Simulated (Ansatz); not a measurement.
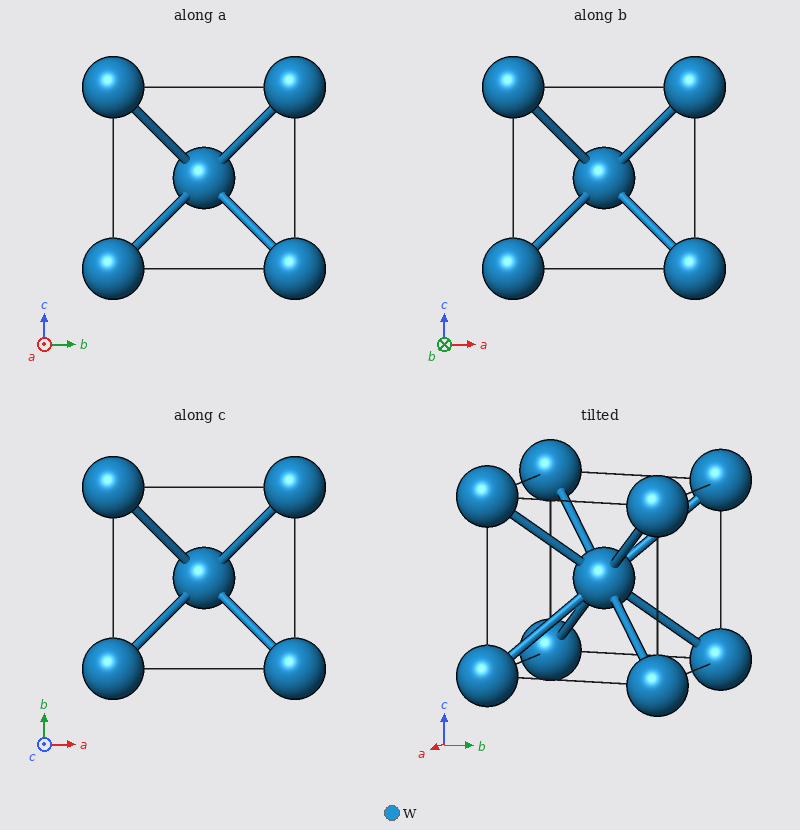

View along the a axis, along the b axis, along the c axis and slightly off an axis, drawn as a ball-and-stick model. The conventional unit cell is drawn as a box.

Lattice parameters: a = 3.160 Å, b = 3.160 Å, c = 3.160 Å, α = 90.00°, β = 90.00°, γ = 90.00°. Put a along x and b in the xy plane.

Question: From the views, write a POSCAR file.

Answer:
```
W
1.0
     3.160    0.000    0.000
     0.000    3.160    0.000
     0.000    0.000    3.160
W
2
Direct
  0.0000 0.0000 0.0000
  0.5000 0.5000 0.5000
```

Its origin is the standard structure of this element. Earlier steps of the study may have refined or changed the cell and positions. A calculation with Ansatz used it as input.

At this level of theory the cell isn't at rest (stretched, at -7 GPa), so its distances can differ from those at equilibrium, the more so the softer the solid.
